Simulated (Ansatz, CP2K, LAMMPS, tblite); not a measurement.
# tblite on liquid (Li,K)Br at 1100 K (70 atoms): settings against a plane-wave reference

Aim: run liquid (Li,K)Br at 1100 K (70 atoms) in tblite and see how near its forces come to a plane-wave reference, and at what cost.

Program: tblite 0.8.0. Level of theory: the method is named at each step. Results are calculated unless marked as measured.

## 1. Set-up

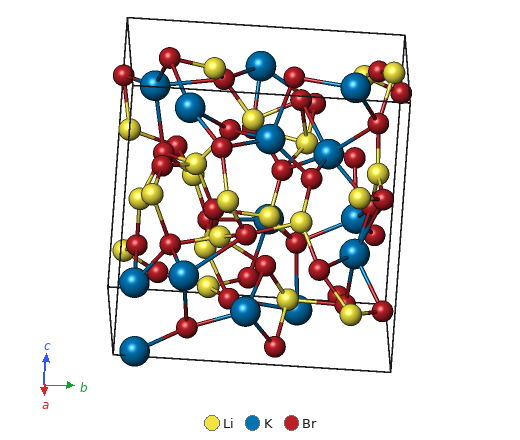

The starting structure, seen slightly off an axis (lithium yellow, potassium blue, bromine red). Bonds to atoms that aren't drawn are left out. Some periodic images of atoms are drawn too.

The cell holds 70 atoms: 21 Li, 14 K and 35 Br. Its edges and angles: a = 13.599 Å, b = 13.599 Å, c = 13.599 Å, α = 90.0°, β = 90.0°, γ = 90.0°. 70 atoms (21 Li, 14 K, 35 Br) placed at random at 2.3 g/cm³, melted at 1800 K for 10 ps at fixed volume with the Lennard-Jones and Coulomb ion parameters for SPC/E (Joung and Cheatham, J. Phys. Chem. B 112, 9020 (2008)), full charges. Snapshot at the end of a hold of 20 ps at 1100 K and fixed volume.

The yardstick, on the same geometry:

- method: Kohn-Sham DFT, PBE, PAW, plane waves (Ansatz 0.2.0); cutoff 420 eV, Γ point, fermi-dirac smearing of 0.05 eV; PAW set soft_2
- r.m.s. force component: 0.2662 eV/Å
- longest force: 0.8601 eV/Å
- pressure: -0.4257 GPa
- gap (highest filled to lowest empty level): 3.229 eV
- SCF cycles: 7
- time: 25 s on 4 threads of Arm Neoverse V2, shared host
- CPU time: 96 s

## 2. GFN1-xTB

Method: GFN1-xTB tight binding, diagonalisation.

The input, run.py:

```python
import numpy as np
from ase.io import read
from tblite.ase import TBLite

atoms = read("structure.xyz")
atoms.calc = TBLite(method="GFN1-xTB", electronic_temperature=580, accuracy=1.0, max_iterations=250, mixer_damping=0.4, verbosity=1)
energy = atoms.get_potential_energy()
forces = atoms.get_forces()
print(f"energy {energy:.6f} eV")
print("forces (eV/A)")
for i, (a, f) in enumerate(zip(atoms, forces)):
    print(f"{i:4d} {a.symbol:2s} {f[0]:10.5f} {f[1]:10.5f} {f[2]:10.5f}")
stress = -atoms.get_stress(voigt=False) * 160.21766
print("stress (GPa, compression positive)")
for row in stress:
    print(" ".join(f"{x:10.4f}" for x in row))
print("charges (e)")
print(np.array2string(atoms.get_charges(), precision=4, suppress_small=True, max_line_width=110, threshold=100000))
```

The input, structure.xyz:

```xyz
70
Lattice="13.59940 0.00000 0.00000 0.00000 13.59940 0.00000 0.00000 0.00000 13.59940" Properties=species:S:1:pos:R:3 pbc="T T T"
Li 7.79545 8.53498 1.88134
Li 13.37039 11.47980 8.60012
Li 6.22064 4.20833 12.87836
Li 13.08181 5.07122 7.95157
Li 11.39426 8.78576 6.70124
Li 8.72973 12.46303 8.71558
Li 13.28797 11.45899 2.69023
Li 2.04644 11.69644 11.91430
Li 1.55944 0.45014 8.36961
Li 7.09263 12.93997 13.43702
Li 2.36861 9.11609 8.46087
Li 6.49902 3.61771 8.08634
Li 2.69091 3.66966 6.57558
Li 6.26157 1.01955 6.09036
Li 9.62362 4.92257 5.28323
Li 4.15094 6.34330 9.89792
Li 2.97133 4.78087 1.06946
Li 5.64946 7.42962 5.45554
Li 5.43486 4.41545 3.64450
Li 10.77412 1.44548 7.48647
Li 3.24862 0.52684 2.68996
K 9.86963 3.02015 11.73492
K 9.89968 7.03021 10.42122
K 13.54704 3.16880 4.18562
K 1.55618 7.54536 4.30761
K 11.55786 6.37567 2.08669
K 0.54398 6.66656 11.72105
K 13.03978 1.05531 0.10254
K 9.64102 11.56819 4.84900
K 8.93630 0.95087 2.52772
K 4.06309 1.44072 11.27853
K 6.45618 10.06818 8.99192
K 10.81424 10.98832 13.49849
K 3.96722 11.72282 5.21959
K 4.50099 9.14464 0.56084
Br 3.82470 4.78767 11.77042
Br 1.06524 11.22780 0.53296
Br 8.16168 12.31616 11.10976
Br 4.47869 12.29903 12.81335
Br 7.06190 1.94907 13.46762
Br 1.43474 6.76951 1.26801
Br 11.78538 4.63468 10.30563
Br 4.65412 7.92301 7.58194
Br 0.34012 2.84758 7.37767
Br 8.25497 1.91901 8.31902
Br 11.90573 6.12068 6.03555
Br 12.66621 9.79089 4.68717
Br 6.24172 4.66650 5.80504
Br 0.15490 9.46056 9.91287
Br 9.02048 7.27459 3.81422
Br 2.82541 4.55118 4.40648
Br 8.01086 11.35305 1.85061
Br 11.29811 12.70973 8.08988
Br 0.96692 13.58825 10.92399
Br 9.55820 9.20407 8.47297
Br 5.71474 5.73663 1.21932
[... 10 atom lines left out ...]
Br 2.22894 2.29952 1.45663
Br 3.89500 8.62093 10.98124
Br 1.49716 12.76766 3.81994
Br 10.07321 2.52636 4.84805
```

Launch:

```sh
OMP_NUM_THREADS=1 python run.py > output.txt
```

What it wrote:

```text
------------------------------------------------------------
  cycle        total energy    energy error   density error
------------------------------------------------------------
      1     -151.7597096655  -1.5164395E+02   5.1683528E-01
      2     -152.1623202374  -4.0261057E-01   2.8964511E-01
      3     -151.2340048081   9.2831543E-01   9.5334192E-02
      4     -143.4557182586   7.7782865E+00   2.6023450E-01
      5     -151.9968021228  -8.5410839E+00   5.3249181E-02
      6     -152.1484371763  -1.5163505E-01   3.3906126E-02
      7     -152.1906422782  -4.2205102E-02   2.3576211E-02
      8     -152.2305196051  -3.9877327E-02   1.1578096E-02
      9     -152.2351782633  -4.6586582E-03   7.9831369E-03
     10     -152.2378842751  -2.7060118E-03   4.1336781E-03
     11     -152.2389313499  -1.0470748E-03   9.6681108E-04
     12     -152.2389601388  -2.8788882E-05   4.1449684E-04
     13     -152.2389633819  -3.2431262E-06   2.2511951E-04
     14     -152.2389652086  -1.8266901E-06   1.2164122E-04
     15     -152.2389660626  -8.5405262E-07   2.2138861E-05
     16     -152.2389660679  -5.2639564E-09   1.2142189E-05
------------------------------------------------------------
 total:                                   2.532 sec
energy -4142.633274 eV
forces (eV/A)
   0 Li    0.51169   -0.07583    0.02857
   1 Li    0.11464   -0.03921    0.11759
   2 Li   -0.15790    0.15237   -0.23152
   3 Li    0.09272    0.16498    0.56804
   4 Li   -0.10642   -0.09432   -0.04849
   5 Li    0.10346    0.08027    0.02512
   6 Li    0.22448   -0.09400    0.16581
   7 Li    0.37421   -0.29707    0.30721
   8 Li    0.09870    0.09770    0.14727
   9 Li   -0.25646   -0.11287   -0.18916
  10 Li    0.12382   -0.44555    0.43022
  11 Li   -0.01978    0.18616    0.26600
  12 Li   -0.07021   -0.20960    0.50117
  13 Li   -0.03332    0.00500    0.07959
  14 Li    0.04443    0.27336   -0.21131
  15 Li   -0.11057    0.28080   -0.10444
  16 Li    0.00670    0.03147   -0.09446
  17 Li   -0.03509   -0.13218   -0.17276
  18 Li   -0.40729   -0.00514   -0.65816
  19 Li   -0.29224    0.21964   -0.18141
  20 Li    0.05923   -0.08781    0.13769
  21 K    -0.55062   -0.25461    0.19713
  22 K    -0.02618   -0.08084    0.24306
  23 K    -0.11404   -0.13916   -0.15121
[...]
62 Br    0.19549   -0.16434   -0.16214
  63 Br   -0.21781    0.08018   -0.03708
  64 Br    0.36296   -0.09024   -0.13643
  65 Br   -0.36198   -0.20969    0.07135
  66 Br   -0.01296    0.32983   -0.32377
  67 Br   -0.04816    0.24711    0.14144
  68 Br    0.11969    0.29969    0.04235
  69 Br    0.20521    0.17820    0.53140
stress (GPa, compression positive)
   -1.7804    -0.0000     0.0757
   -0.0000    -1.5175     0.1395
    0.0757     0.1395    -1.5562
charges (e)
[ 0.1753  0.177   0.1736  0.1612  0.1834  0.1746  0.1343  0.1773  0.2196  0.1537  0.2037  0.1916  0.205
  0.2093  0.2011  0.1953  0.1819  0.1809  0.2168  0.212   0.175   0.4301  0.4309  0.4443  0.4497  0.431
  0.4152  0.4424  0.4488  0.4435  0.4364  0.439   0.445   0.4412  0.4137 -0.2646 -0.2853 -0.2921 -0.297
 -0.2794 -0.3395 -0.3496 -0.2586 -0.2451 -0.2485 -0.2533 -0.2878 -0.2099 -0.2757 -0.2818 -0.2708 -0.3032
 -0.2306 -0.2741 -0.3123 -0.2428 -0.2468 -0.3994 -0.3581 -0.2675 -0.2515 -0.2625 -0.3432 -0.2935 -0.3195
 -0.3006 -0.283  -0.3054 -0.2892 -0.2913]
```

It took 3.1 s on 1 thread of Arm Neoverse V2, shared host; peak memory 0.16 GiB.

Banners, paths, timers and routine set-up lines are dropped from the logs unmarked, and long logs keep their key lines alone; longer cuts are marked.

Numbers from this run, and their distance from the reference:

```
r.m.s. force component                  : 0.2367 eV/Å
r.m.s. difference of force components   : 86.75 meV/Å
longest difference of force vectors     : 306.4 meV/Å
force difference over r.m.s. force      : 32.59 %
slope of forces against the reference's : 0.8422
correlation of force components         : 0.9472
pressure                                : -1.618 GPa
pressure difference                     : -1.192 GPa
```

Length of the force difference by element (eV/Å):

| element | atoms | mean | most |
| --- | --- | --- | --- |
| Br | 35 | 0.11 | 0.19 |
| K | 14 | 0.15 | 0.31 |
| Li | 21 | 0.17 | 0.25 |

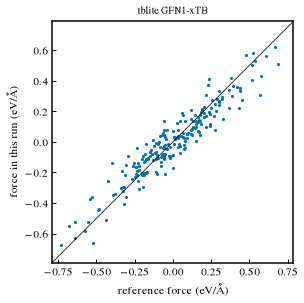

Force components against those of the reference; the line marks equality.

The surroundings of Br42, which bears the longest force, nearest first, numbered as they follow in the input and with coordinates relative to it.

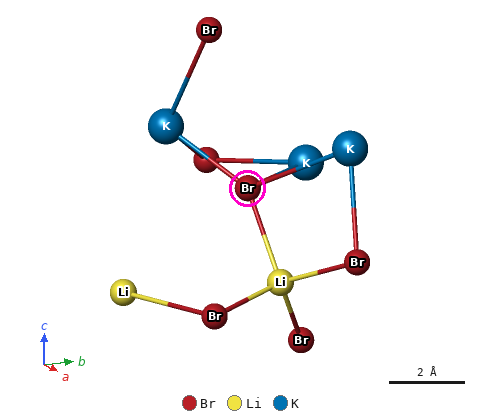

The atoms of the table, within 4.5 Å (arrows a, b, c point along x, y, z); some may hide others; the central atom is ringed.

| atom | x | y | z | distance (Å) | bonds | Mulliken charge (e) | Fx | Fy | Fz (eV/Å) |
| --- | --- | --- | --- | --- | --- | --- | --- | --- | --- |
| Br42 | 0.00 | 0.00 | 0.00 | 0.00 | 4 | -0.35 | 0.62 | 0.23 | -0.51 |
| Li4 | 1.30 | 0.44 | -2.35 | 2.72 | 4 | 0.16 | 0.09 | 0.16 | 0.57 |
| K22 | -1.92 | -1.61 | 1.43 | 2.88 | 4 | 0.43 | -0.55 | -0.25 | 0.20 |
| K23 | -1.89 | 2.40 | 0.12 | 3.05 | 4 | 0.43 | -0.03 | -0.08 | 0.24 |
| K27 | 2.36 | 2.03 | 1.42 | 3.42 | 4 | 0.42 | 0.13 | 0.04 | 0.04 |
| Br44 | 2.15 | -1.79 | -2.93 | 4.05 | 4 | -0.25 | 0.14 | -0.59 | -0.04 |
| Br60 | 3.46 | 1.81 | -1.46 | 4.17 | 4 | -0.27 | -0.09 | -0.44 | -0.53 |
| Li20 | -1.01 | -3.19 | -2.82 | 4.38 | 3 | 0.21 | -0.29 | 0.22 | -0.18 |
| Br66 | -4.38 | 0.50 | -0.18 | 4.41 | 4 | -0.30 | -0.36 | -0.21 | 0.07 |
| Br46 | 0.12 | 1.49 | -4.27 | 4.52 | 3 | -0.25 | -0.15 | 0.07 | -0.04 |
| Br58 | -0.13 | -1.06 | 4.41 | 4.54 | 4 | -0.40 | -0.16 | -0.22 | -0.07 |

Atoms are counted from 1 here, from 0 in the log.

Forces lie 33 % from the reference's, at 0.032 times its CPU time (on 1 against 4 cores).

## 3. What came out

| Quantity | Value |
| --- | --- |
| force difference from the reference | tblite GFN1-xTB, 33 % |
| its CPU time | 3.1 s |

Tight binding differs by 33 % (tblite GFN1-xTB); it is another model, with fitted parameters of its own, and the xTB methods hold dispersion. One electronic-structure run takes under half the reference's CPU time: tblite GFN1-xTB, at 33 % in 3.1 s against 96 s. Periodic xTB results under one method name differ between programs and library versions. The frame stands for 1100 K, but pressures are static and levels are smeared at 580 K. The network of bonds at the start is that of the classical potential that made the cell, and needn't be the one that DFT or experiment would give. The ion parameters were fitted for water, not for melts, so the starting structure of this cell may lie well off the real melt's. The electronic-structure runs sample only Γ, in a cell whose shortest periodic width is 14 Å.

[Also dropped from logs without a mark: logging warnings of Python, and SIESTA's first energy breakdown and zero terms.]

[Logs are printed without paths, hosts, clocks, repeated set-up lines and the standing remarks that a program may print on its own settings, such as how far it seeks lower states.]

[Hosts, paths, dates, database ids (printed as entryN), source tags and the programs' standing remarks are cut or masked in the printed files.]
